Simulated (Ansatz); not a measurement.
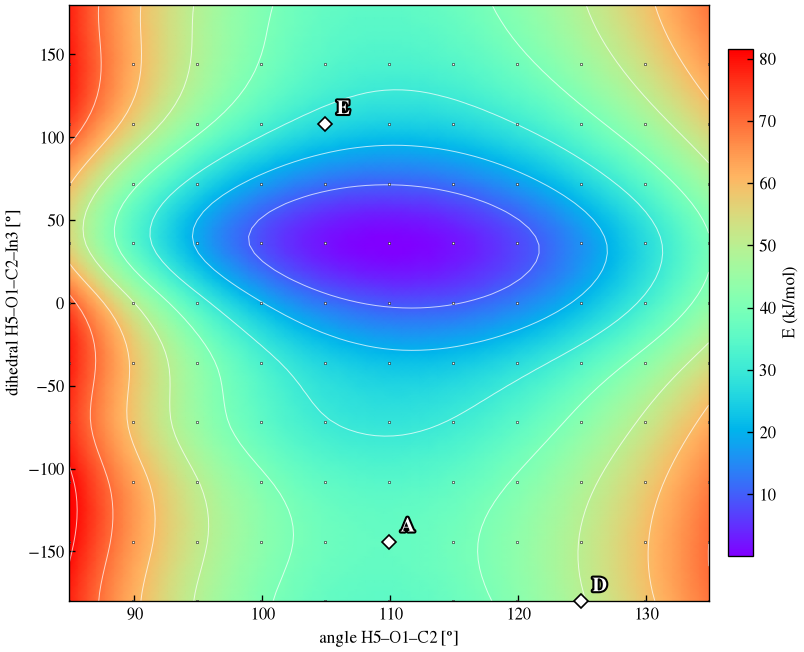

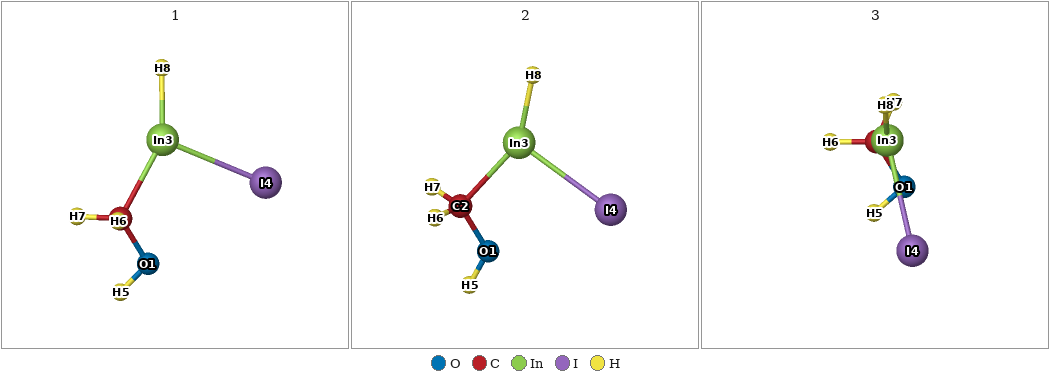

CH₄IInO, SMILES O[CH2][InH][I]. 
- First axis: angle H5–O1–C2. Second axis: dihedral H5–O1–C2–In3.
- Nothing is relaxed (all other coordinates rigid).
- The scan uses an 11 × 10 grid.
- Points are written as (first, second).
- Energies: kJ/mol, counted from the relaxed molecule at the same level.
- Theory: RKS SPW92 (LDA)/def2-TZVP in Ansatz 0.2.0.

The picture shows a smooth colour map with a few white contour lines, dots at the grid points, lettered points. Between grid points the surface is interpolated. The numbered pictures are the structures at these points, in random order.

### Which structure belongs to which point?

A is structure 1: (109.9°, −144°), 37 kJ/mol; D is structure 2: (124.9°, −180°), 49 kJ/mol; E is structure 3: (104.9°, 108°), 27 kJ/mol.
